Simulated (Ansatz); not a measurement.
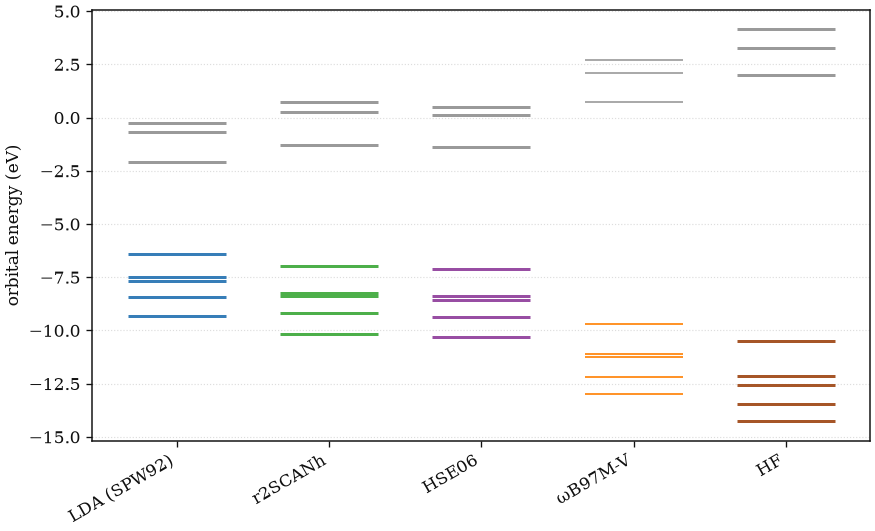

Frontier orbital energies of CH₃ClOSi, SMILES Cl[C@H]1O[SiH2]1 at one geometry, def2-TZVPP, the Ansatz code 0.2.0, at a PBE0-D4/def2-TZVP geometry (a minimum by its frequencies). Empty levels are grey, levels within 0.1 eV stand side by side; all columns show the same few orbitals around the gap.

How do the frontier levels move from column to column?

Answer. The separation grows from 4.35 eV (LDA (SPW92)) to 12.46 eV (HF).

```tsv
level	HOMO (eV)	LUMO (eV)	separation (eV)
LDA (SPW92)	−6.42	−2.07	4.35
r2SCANh	−6.97	−1.31	5.67
HSE06	−7.11	−1.40	5.71
ωB97M-V	−9.71	0.75	10.46
HF	−10.47	1.98	12.46
```

Limits of at least one run: empty levels above zero depend strongly on the basis.
